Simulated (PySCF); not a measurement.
# GeHCl3 (SMILES [Cl][GeH]([Cl])[Cl]) at 5 levels

Wanted: a comparison of 5 runs (HF/3-21G, B2PLYP/3-21G, CAM-B3LYP/def2-SVP, M06-2X/def2-SVP, MP2/cc-pVDZ) of GeHCl3. The job is set up through a Python script.

The results are computed with PySCF 2.14.0.

## 1. Starting point

GeHCl3 has 5 atoms, charge 0, and is taken as a singlet. SMILES: `[Cl][GeH]([Cl])[Cl]`. The shape is that of a PBE0-D4/def2-TZVP optimisation.

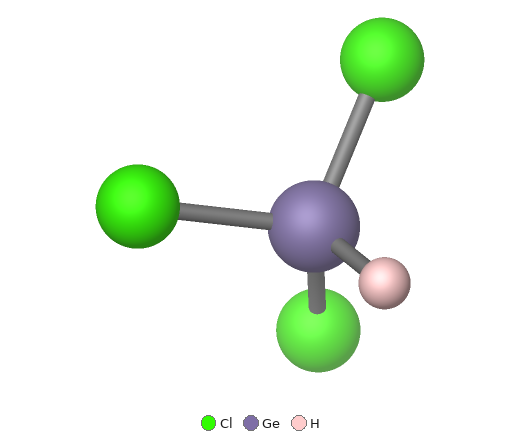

Viewed from a chosen angle; chlorine green, germanium purple, hydrogen pink.

## 2. Energy and gradient at HF/3-21G (run 1)

The input, geometry.xyz:

```xyz
5

Cl    -1.177700    -0.012800     1.700700
Ge     0.102400     0.090600     0.006200
Cl     1.117900    -1.767600    -0.185300
Cl    -1.095100     0.385600    -1.725800
H      1.102600     1.230700     0.163000
```

The input, job.py:

```python
import pyscf.grad
from pyscf import gto, scf

molecule = gto.M(
    atom='geometry.xyz',
    max_memory=1860,
    verbose=3,
    basis='3-21g',
)

myscf = scf.RHF(molecule)
myscf.conv_tol = 1e-10
myscf.kernel()
if not myscf.converged:
    myscf = myscf.newton().run(myscf.mo_coeff, myscf.mo_occ)

energy = myscf.e_tot
print('E(%s) = %.9f' % ('HF', energy))
grad = myscf.Gradients().kernel()
myscf.analyze()
```

Run with:

```
OMP_NUM_THREADS=1 python job.py
```

What it wrote:

```text
converged SCF energy = -3437.93333481943
E(HF) = -3437.933334819
--------------- RHF gradients ---------------
         x                y                z
0 Cl     0.0178780760     0.0008047671    -0.0245554311
1 Ge    -0.0227046319    -0.0258747253    -0.0035489349
2 Cl    -0.0152560394     0.0261210986     0.0026717277
3 Cl     0.0166687400    -0.0049438738     0.0248911614
4 H     0.0034138554     0.0038927335     0.0005414770
----------------------------------------------
**** MO energy ****
MO #1   energy= -402.855184778957  occ= 2
MO #2   energy= -104.139644027692  occ= 2
MO #3   energy= -104.139354259468  occ= 2
MO #4   energy= -104.139350567726  occ= 2
MO #5   energy= -52.0812374907998  occ= 2
MO #6   energy= -46.0928799880083  occ= 2
MO #7   energy= -46.0928799514896  occ= 2
MO #8   energy= -46.0921782523385  occ= 2
MO #9   energy= -10.5348671957259  occ= 2
MO #10  energy= -10.5338857862897  occ= 2
MO #11  energy= -10.5338829063498  occ= 2
MO #12  energy= -7.99727718673394  occ= 2
MO #13  energy= -7.99727432029593  occ= 2
MO #14  energy= -7.99712220699221  occ= 2
MO #15  energy= -7.9933117270221   occ= 2
MO #16  energy= -7.99328566029199  occ= 2
MO #17  energy= -7.9932853340588   occ= 2
MO #18  energy= -7.99327283372105  occ= 2
MO #19  energy= -7.99299659607343  occ= 2
MO #20  energy= -7.99299629193076  occ= 2
MO #21  energy= -7.30588921952453  occ= 2
MO #22  energy= -5.26045450949713  occ= 2
MO #23  energy= -5.26045426718656  occ= 2
MO #24  energy= -5.25687049288925  occ= 2
MO #25  energy= -1.71084135028184  occ= 2
MO #26  energy= -1.71084079702436  occ= 2
MO #27  energy= -1.70586155146923  occ= 2
MO #28  energy= -1.70530572504174  occ= 2
MO #29  energy= -1.70530562135831  occ= 2
MO #30  energy= -1.17301564250842  occ= 2
MO #31  energy= -1.12618700072857  occ= 2
MO #32  energy= -1.1261853193655   occ= 2
MO #33  energy= -0.757777169184782 occ= 2
MO #34  energy= -0.599722957210768 occ= 2
MO #35  energy= -0.574886846809204 occ= 2
MO #36  energy= -0.57488451642193  occ= 2
MO #37  energy= -0.510225977773393 occ= 2
MO #38  energy= -0.510225063385865 occ= 2
MO #39  energy= -0.490921108835836 occ= 2
MO #40  energy= -0.490919529519898 occ= 2
MO #41  energy= -0.486117624029317 occ= 2
MO #42  energy= -0.48601721299716  occ= 2
MO #43  energy= 0.0703331873343118 occ= 0
MO #44  energy= 0.104145786122856  occ= 0
MO #45  energy= 0.10414964970252   occ= 0
MO #46  energy= 0.212097449344644  occ= 0
MO #47  energy= 0.325286356294716  occ= 0
MO #48  energy= 0.365437268052164  occ= 0
MO #49  energy= 0.382398630692365  occ= 0
MO #50  energy= 0.382401661868267  occ= 0
MO #51  energy= 0.727886348604196  occ= 0
MO #52  energy= 0.727888253962677  occ= 0
MO #53  energy= 0.740493743450867  occ= 0
MO #54  energy= 0.740500729297846  occ= 0
MO #55  energy= 0.760733734095997  occ= 0
MO #56  energy= 0.866166276886852  occ= 0
MO #57  energy= 0.87378780605814   occ= 0
MO #58  energy= 0.873791318079794  occ= 0
MO #59  energy= 0.880977358904408  occ= 0
MO #60  energy= 0.947673509246531  occ= 0
MO #61  energy= 0.947686380236143  occ= 0
MO #62  energy= 1.08869748688296   occ= 0
MO #63  energy= 1.32650035258305   occ= 0
 ** Mulliken atomic charges  **
charge of    0Cl =     -0.29104
charge of    1Ge =      0.93512
charge of    2Cl =     -0.29104
charge of    3Cl =     -0.29104
charge of    4H =     -0.06201
Dipole moment(X, Y, Z, Debye):  1.73932,  1.98261,  0.27225
```

Run time: 3.6 s. Hardware: 1 thread of Intel Xeon at 2.70GHz, shared host; peak memory 0.13 GiB.

## 3. A single-point energy at B2PLYP/3-21G (run 2)

The input, job.py:

```python
from pyscf import gto, dft, mp

mol = gto.Mole()
mol.atom = '''
Cl  -1.177700  -0.012800   1.700700
Ge   0.102400   0.090600   0.006200
Cl   1.117900  -1.767600  -0.185300
Cl  -1.095100   0.385600  -1.725800
H    1.102600   1.230700   0.163000
'''
mol.max_memory = 1860
mol.verbose = 4
mol.charge = 0
mol.basis = '3-21g'
mol.build()

myscf = dft.RKS(mol)
myscf.xc = '0.53*HF + 0.47*B88, 0.73*LYP'
myscf.grids.level = 5
myscf.conv_tol = 1e-10
myscf.kernel()
if not myscf.converged:
    myscf = myscf.newton().run(myscf.mo_coeff, myscf.mo_occ)

pt = mp.MP2(myscf, frozen=24).run()
e_tot = myscf.e_tot + 0.27 * pt.e_corr
print('PT2 part  %.8f' % (0.27 * pt.e_corr))
print('E(%s) = %.9f' % ('B2PLYP', e_tot))
myscf.analyze()
```

Run with:

```
OMP_NUM_THREADS=1 python job.py
```

What it wrote:

```text
PySCF version 2.14.0

[INPUT] num. atoms = 5
[INPUT] num. electrons = 84
[INPUT] charge = 0
[INPUT] spin (= nelec alpha-beta = 2S) = 0
[INPUT] symmetry False subgroup None
[INPUT] Mole.unit = angstrom
[INPUT] Symbol           X                Y                Z      unit          X                Y                Z       unit  Magmom
[INPUT]  1 Cl    -1.177700000000  -0.012800000000   1.700700000000 AA   -2.225530456900  -0.024188494394   3.213857220048 Bohr   0.0
[INPUT]  2 Ge     0.102400000000   0.090600000000   0.006200000000 AA    0.193507955155   0.171209186886   0.011716301972 Bohr   0.0
[INPUT]  3 Cl     1.117900000000  -1.767600000000  -0.185300000000 AA    2.112524834651  -3.340279897781  -0.350166250882 Bohr   0.0
[INPUT]  4 Cl    -1.095100000000   0.385600000000  -1.725800000000 AA   -2.069439079011   0.728678393632  -3.261289345774 Bohr   0.0
[INPUT]  5 H      1.102600000000   1.230700000000   0.163000000000 AA    2.083612024945   2.325685941502   0.308025358304 Bohr   0.0

[... 72 lines left out ...]
One-electron Energy =                -5896.061059881732035
[... 7 lines left out ...]
MO #3   energy= -102.225265861627  occ= 2
[... 5 lines left out ...]
MO #9   energy= -9.88157743425904  occ= 2
[... 5 lines left out ...]
MO #15  energy= -7.51670002938689  occ= 2
[... 5 lines left out ...]
MO #21  energy= -6.70196436433925  occ= 2
[... 5 lines left out ...]
MO #27  energy= -1.41678649213057  occ= 2
[... 5 lines left out ...]
MO #33  energy= -0.659561457393029 occ= 2
[... 5 lines left out ...]
MO #39  energy= -0.410544642532914 occ= 2
[... 5 lines left out ...]
MO #45  energy= 0.0326920737456487 occ= 0
[... 5 lines left out ...]
MO #51  energy= 0.604598920439101  occ= 0
[... 5 lines left out ...]
MO #57  energy= 0.745475589830035  occ= 0
[... 5 lines left out ...]
MO #63  energy= 1.17600991191035   occ= 0
[... 32 lines left out ...]
pop of  1 Ge 3dxy         1.99534
pop of  1 Ge 3dyz         1.99920
pop of  1 Ge 3dz^2        1.99668
pop of  1 Ge 3dxz         1.99497
pop of  1 Ge 3dx2-y2      1.99776
pop of  2 Cl 1s           1.99999
pop of  2 Cl 2s           1.99952
pop of  2 Cl 3s           1.88926
pop of  2 Cl 4s           0.00450
pop of  2 Cl 2px          1.99986
pop of  2 Cl 2py          1.99981
pop of  2 Cl 2pz          1.99989
pop of  2 Cl 3px          1.83283
pop of  2 Cl 3py          1.60393
pop of  2 Cl 3pz          1.93007
pop of  2 Cl 4px          0.00176
pop of  2 Cl 4py          0.00217
pop of  2 Cl 4pz          0.00117
pop of  3 Cl 1s           1.99999
pop of  3 Cl 2s           1.99952
pop of  3 Cl 3s           1.88926
pop of  3 Cl 4s           0.00450
pop of  3 Cl 2px          1.99986
pop of  3 Cl 2py          1.99988
pop of  3 Cl 2pz          1.99982
pop of  3 Cl 3px          1.79980
pop of  3 Cl 3py          1.92999
pop of  3 Cl 3pz          1.63704
pop of  3 Cl 4px          0.00160
pop of  3 Cl 4py          0.00142
pop of  3 Cl 4pz          0.00207
pop of  4 H 1s            1.04103
pop of  4 H 2s            0.00407
 ** Mulliken atomic charges  **
charge of    0Cl =     -0.26474
charge of    1Ge =      0.83933
charge of    2Cl =     -0.26475
charge of    3Cl =     -0.26474
charge of    4H =     -0.04510
Dipole moment(X, Y, Z, Debye):  1.58676,  1.80871,  0.24839
```

It took 13 s on 1 thread of Intel Xeon at 2.70GHz, shared host; peak memory 0.36 GiB.

Run 3 isn't shown in full; the table further down has it.

## 4. Energy and forces at M06-2X/def2-SVP (run 4)

The input, calc.py:

```python
# [Cl][GeH]([Cl])[Cl]
from pyscf import gto, dft

mol = gto.M(
    atom='''
Cl    -2.225530    -0.024188     3.213857
Ge     0.193508     0.171209     0.011716
Cl     2.112525    -3.340280    -0.350166
Cl    -2.069439     0.728678    -3.261289
H      2.083612     2.325686     0.308025
''',
    max_memory=1860,
    verbose=3,
    unit='bohr',
    charge=0,
    basis='def2-svp',
)

calc0 = dft.RKS(mol, xc='m06-2x')
calc0.conv_tol = 1e-10
calc0.grids.level = 5
calc0.kernel()
if not calc0.converged:
    calc0 = calc0.newton().run(calc0.mo_coeff, calc0.mo_occ)

energy = calc0.e_tot
print(f'total energy: {energy:.8f} hartree')
grad = calc0.nuc_grad_method().kernel()
calc0.analyze()
```

Run with:

```
OMP_NUM_THREADS=1 python calc.py
```

What it wrote:

```text
converged SCF energy = -3457.60791431129
[... 12 lines left out ...]
MO #3   energy= -102.650385772799  occ= 2
[... 7 lines left out ...]
MO #11  energy= -9.82110884474446  occ= 2
[... 7 lines left out ...]
MO #19  energy= -7.54183179991681  occ= 2
[... 7 lines left out ...]
MO #27  energy= -1.49728310479293  occ= 2
[... 7 lines left out ...]
MO #35  energy= -0.483505668749178 occ= 2
[... 7 lines left out ...]
MO #43  energy= 0.00898953454697926 occ= 0
[... 7 lines left out ...]
MO #51  energy= 0.348690634290447  occ= 0
[... 7 lines left out ...]
MO #59  energy= 0.764115520907697  occ= 0
[... 7 lines left out ...]
MO #67  energy= 0.830753236145049  occ= 0
[... 7 lines left out ...]
MO #75  energy= 0.991112399985931  occ= 0
[... 7 lines left out ...]
MO #83  energy= 1.3784124852898    occ= 0
[... 7 lines left out ...]
MO #91  energy= 2.64384907641144   occ= 0
[... 6 lines left out ...]
Dipole moment(X, Y, Z, Debye):  0.99719,  1.13665,  0.15607
```

It took 58 s on 1 thread of Intel Xeon at 2.70GHz, shared host; peak memory 0.89 GiB.

## 5. Energy and gradient at MP2/cc-pVDZ (run 5)

Edit geometry.xyz of step 2 so:

```diff
@@ -1,3 +1,3 @@
 5
-
+Cl3GeH
 Cl    -1.177700    -0.012800     1.700700
```

The input, job.py:

```python
# [Cl][GeH]([Cl])[Cl]
from pyscf import gto, scf, mp

mol = gto.M(
    atom='geometry.xyz',
    verbose=4,
    charge=0,
    basis='cc-pvdz',
    max_memory=1860,
)

mf = scf.RHF(mol)
mf.conv_tol = 1e-10
mf.kernel()
if not mf.converged:
    mf = mf.newton().run(mf.mo_coeff, mf.mo_occ)

pt = mp.MP2(mf, frozen=24).run()
etot = pt.e_tot
print('E(%s) = %.9f' % ('MP2', etot))
grad = pt.nuc_grad_method().kernel()
mf.analyze()
```

Run with:

```
OMP_NUM_THREADS=1 python job.py
```

What it wrote:

```text
PySCF version 2.14.0

[INPUT] num. atoms = 5
[INPUT] num. electrons = 84
[INPUT] charge = 0
[INPUT] spin (= nelec alpha-beta = 2S) = 0
[INPUT] symmetry False subgroup None
[INPUT] Mole.unit = angstrom
[INPUT] Symbol           X                Y                Z      unit          X                Y                Z       unit  Magmom
[INPUT]  1 Cl    -1.177700000000  -0.012800000000   1.700700000000 AA   -2.225530456900  -0.024188494394   3.213857220048 Bohr   0.0
[INPUT]  2 Ge     0.102400000000   0.090600000000   0.006200000000 AA    0.193507955155   0.171209186886   0.011716301972 Bohr   0.0
[INPUT]  3 Cl     1.117900000000  -1.767600000000  -0.185300000000 AA    2.112524834651  -3.340279897781  -0.350166250882 Bohr   0.0
[INPUT]  4 Cl    -1.095100000000   0.385600000000  -1.725800000000 AA   -2.069439079011   0.728678393632  -3.261289345774 Bohr   0.0
[INPUT]  5 H      1.102600000000   1.230700000000   0.163000000000 AA    2.083612024945   2.325685941502   0.308025358304 Bohr   0.0

[... 68 lines left out ...]
Two-electron Energy =                 1901.134429459921648
[... 9 lines left out ...]
MO #6   energy= -46.3934074821532  occ= 2
[... 7 lines left out ...]
MO #14  energy= -8.04484011965848  occ= 2
[... 7 lines left out ...]
MO #22  energy= -5.30126350422167  occ= 2
[... 7 lines left out ...]
MO #30  energy= -1.14297446753713  occ= 2
[... 7 lines left out ...]
MO #38  energy= -0.49825758209034  occ= 2
[... 7 lines left out ...]
MO #46  energy= 0.193509729453566  occ= 0
[... 7 lines left out ...]
MO #54  energy= 0.552087544321146  occ= 0
[... 7 lines left out ...]
MO #62  energy= 0.828181674908691  occ= 0
[... 7 lines left out ...]
MO #70  energy= 0.97105746609318   occ= 0
[... 7 lines left out ...]
MO #78  energy= 1.22913301345029   occ= 0
[... 7 lines left out ...]
MO #86  energy= 2.10874104474824   occ= 0
[... 55 lines left out ...]
pop of  2 Cl 3py          1.63140
pop of  2 Cl 3pz          1.93736
pop of  2 Cl 4px          0.00125
pop of  2 Cl 4py          0.00143
pop of  2 Cl 4pz          0.00084
pop of  2 Cl 3dxy         0.00597
pop of  2 Cl 3dyz         0.00193
pop of  2 Cl 3dz^2        0.00248
pop of  2 Cl 3dxz         0.00053
pop of  2 Cl 3dx2-y2      0.00364
pop of  3 Cl 1s           2.00000
pop of  3 Cl 2s           1.99997
pop of  3 Cl 3s           1.86596
pop of  3 Cl 4s           0.00106
pop of  3 Cl 2px          2.00000
pop of  3 Cl 2py          2.00000
pop of  3 Cl 2pz          2.00000
pop of  3 Cl 3px          1.81437
pop of  3 Cl 3py          1.93592
pop of  3 Cl 3pz          1.66486
pop of  3 Cl 4px          0.00115
pop of  3 Cl 4py          0.00113
pop of  3 Cl 4pz          0.00124
pop of  3 Cl 3dxy         0.00088
pop of  3 Cl 3dyz         0.00180
pop of  3 Cl 3dz^2        0.00397
pop of  3 Cl 3dxz         0.00664
pop of  3 Cl 3dx2-y2      0.00126
pop of  4 H 1s            1.06715
pop of  4 H 2s            0.00481
pop of  4 H 2px           0.00230
pop of  4 H 2py           0.00296
pop of  4 H 2pz           0.00015
 ** Mulliken atomic charges  **
charge of    0Cl =     -0.30021
charge of    1Ge =      0.97800
charge of    2Cl =     -0.30021
charge of    3Cl =     -0.30021
charge of    4H =     -0.07737
Dipole moment(X, Y, Z, Debye):  1.16876,  1.33228,  0.18298
```

It took 30 s on 1 thread of Intel Xeon at 2.70GHz, shared host; peak memory 0.7 GiB.

## 6. The series

```csv
run,level,task,frozen core orbitals,energy (Eh),dipole moment (D) of the reference,HOMO energy (eV),LUMO energy (eV),wall time
1,HF/3-21G,gradient,–,-3437.933335,2.65,-13.23,1.91,3.6 s
2,B2PLYP/3-21G,energy,24,-3440.681643,2.42,-10.96,-0.47,13 s
3,CAM-B3LYP/def2-SVP,gradient,–,-3457.788027,1.46,-10.50,0.04,58 s
4,M06-2X/def2-SVP,gradient,–,-3457.607914,1.52,-10.61,0.24,58 s
5,MP2/cc-pVDZ,gradient,24,-3455.068599,1.78,-12.74,2.62,30 s
```

## 7. Outcome

| quantity | value |
| --- | --- |
| run 5: total energy | -3455.06860 Eh |
| run 5: dipole moment (Hartree–Fock density) | 1.78 D |
| run 5: HOMO energy (Hartree–Fock orbitals) | -12.74 eV |
| run 5: LUMO energy (Hartree–Fock orbitals) | 2.62 eV |
| run 5: HOMO–LUMO gap (Hartree–Fock orbitals) | 15.36 eV |
| run 5: correlation energy (24 core orbitals frozen) | -507.7 mEh |
| run 5: largest force on an atom | 0.324 eV/Å |

**Reading.** Over runs 1, 2, 3, 4 the dipole moment (its size) runs from 1.46 D (CAM-B3LYP/def2-SVP) to 2.65 D (HF/3-21G). The two ends differ in method and basis. Over runs 1, 2, 3, 4 the HOMO–LUMO gap runs from 10.50 eV (B2PLYP/3-21G) to 15.14 eV (HF/3-21G). Exact exchange widens orbital gaps. A double hybrid's value is that of its SCF part. Totals of different functionals can't be ranked against each other. All runs together took 2.7 min, the longest 58 s.
